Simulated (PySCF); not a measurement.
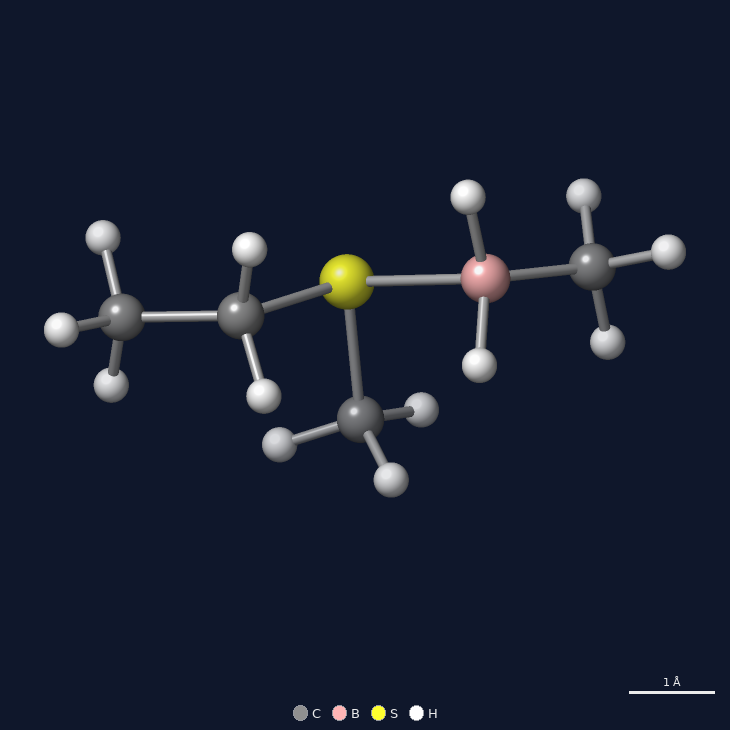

Ball-and-stick drawing of a structure. Every bond is drawn as one stick, whatever its order.

The geometry was computed by an optimisation with GFN2-xTB. No frequency run is at hand to confirm it as a minimum.

What does the picture show?

It has 19 atoms: 4 carbon, 13 hydrogen, 1 boron and 1 sulfur (C₄H₁₃BS). Its SMILES string is `C[BH2-][S@@+](C)CC`. It has no ring. Among its groups: B–H bond. The point group is C1. Coordination: 4 C tetrahedral; 1 B tetrahedral; 1 S trigonal pyramidal.

The parts below concern this one geometry. Atoms keep their numbers from picture to picture.

Geometry

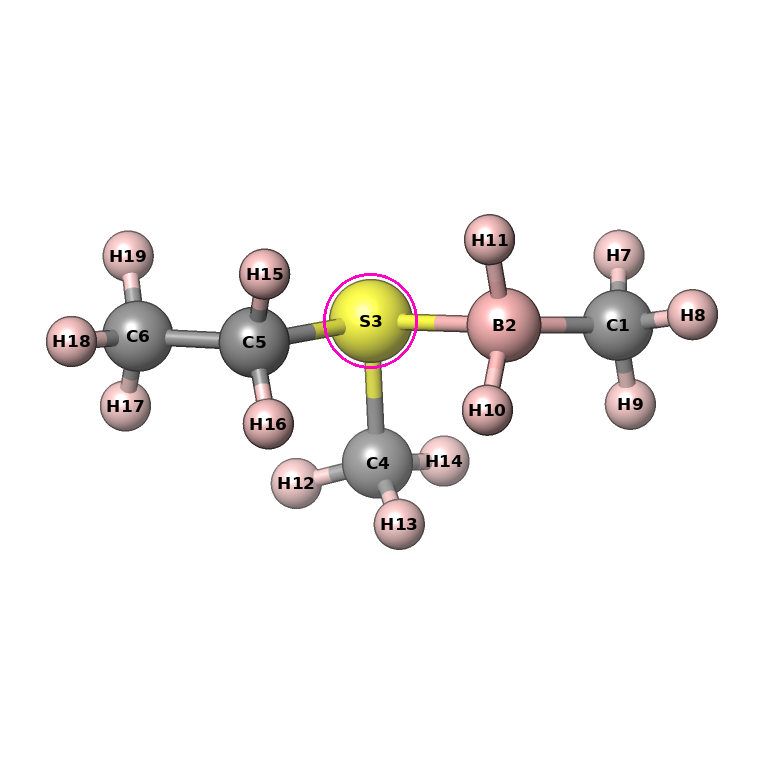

Distant atoms are faded towards the background colour. Circles mark the stereogenic atoms. No frequency run is at hand to confirm it as a minimum.

Assign CIP descriptors.

Answer. S3: S.

Dipole moment

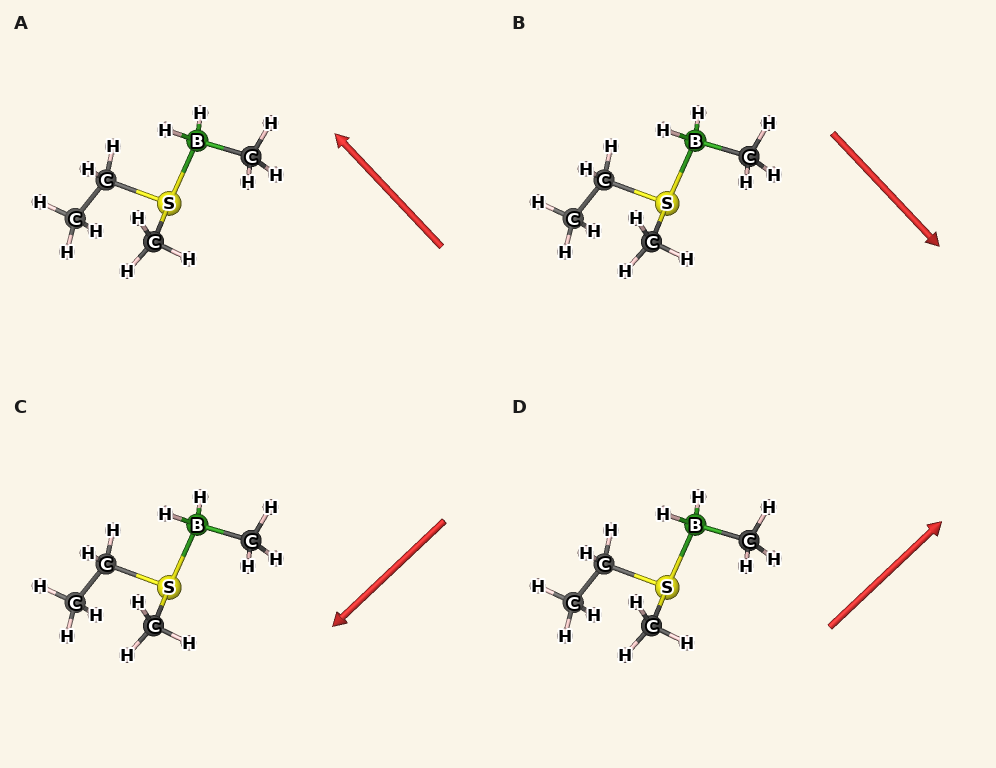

The same molecule four times, each with an arrow. No frequency run is at hand to confirm it as a minimum. Method: PBE0/pcSseg-1, gas phase (PySCF 2.14.0).

Which arrow points along the dipole moment, from the negative to the positive end?

Answer. C. The dipole moment is 4.74 D.

Quadrupole coupling

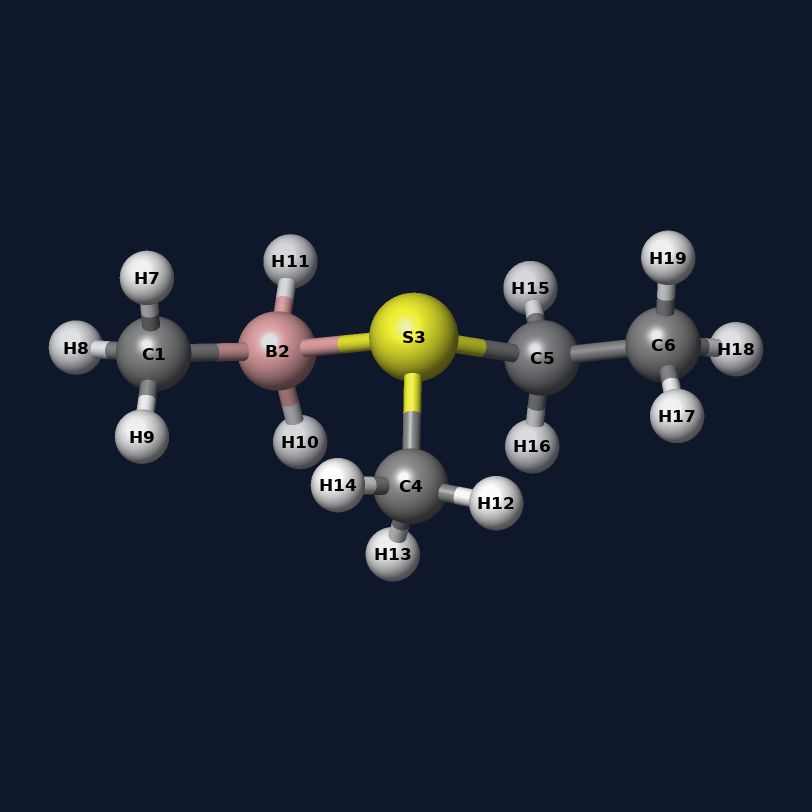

No frequency run is at hand to confirm it as a minimum. Electric field gradients from the ground-state density, PBE0/pcSseg-1 (PySCF 2.14.0), non-relativistic apart from any core potentials.

Give the largest field-gradient component, the quadrupole coupling constant and the asymmetry for 11B at B2 (Q = 40.59 mb), 33S at S3 (Q = −67.81 mb), 2H at H7 (Q = 2.86 mb), 2H at H8 (Q = 2.86 mb).

```
atom  V_zz (a.u.)  e²qQ/h (MHz)     η
  B2        0.329          3.14  0.01
  S3       −2.220          35.4  0.68
  H7        0.320         0.215  0.03
  H8        0.325         0.218  0.02
```

Bond orders

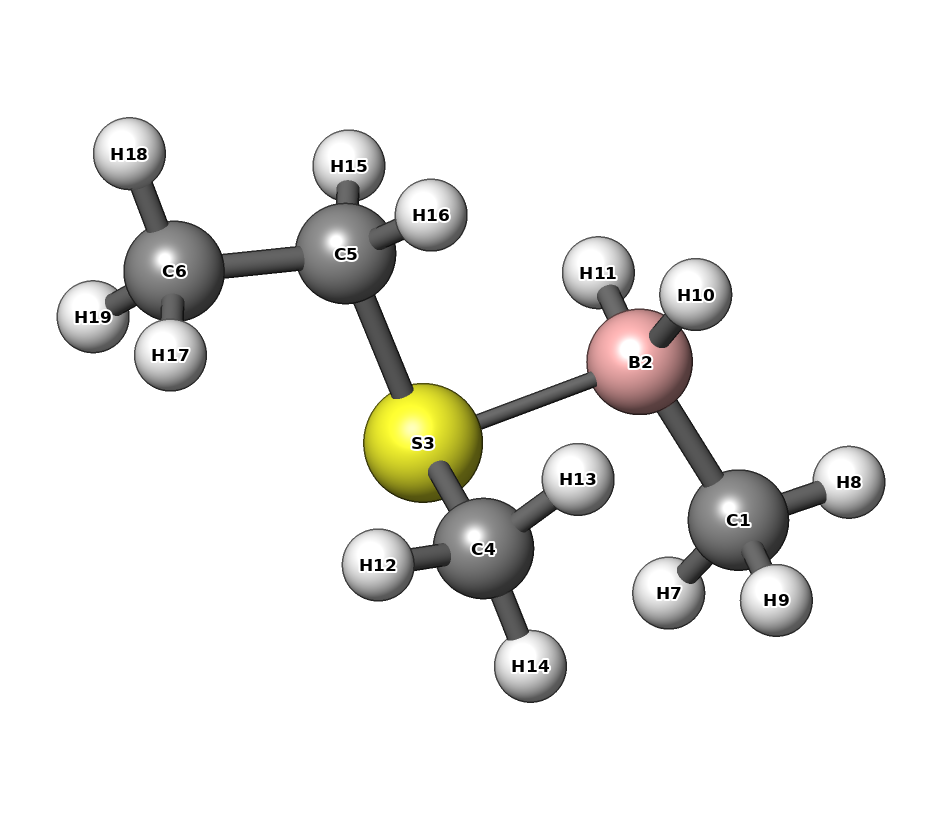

The thickness of each stick grows with its Mayer bond order. No frequency run is at hand to confirm it as a minimum. Level of theory: PBE0/pcSseg-1 (PySCF 2.14.0).

Which bond between heavy atoms has the lowest Mayer bond order?

Answer. B2–S3, 0.56, at 2.017 Å.

List the Mayer bond orders of C1–B2, B2–S3, S3–C4, S3–C5, C5–C6 (bonds between heavy atoms, one of each equivalent set).

| bond | Mayer order | length (Å) |
| --- | --- | --- |
| C1–B2 | 0.98 | 1.613 |
| B2–S3 | 0.56 | 2.017 |
| S3–C4 | 0.96 | 1.818 |
| S3–C5 | 0.96 | 1.833 |
| C5–C6 | 1.04 | 1.516 |

The geometry is semi-empirical. Around B such bond lengths and angles can be off by a tenth of an ångström or more and by several degrees, and values that hang on the shape move with them.
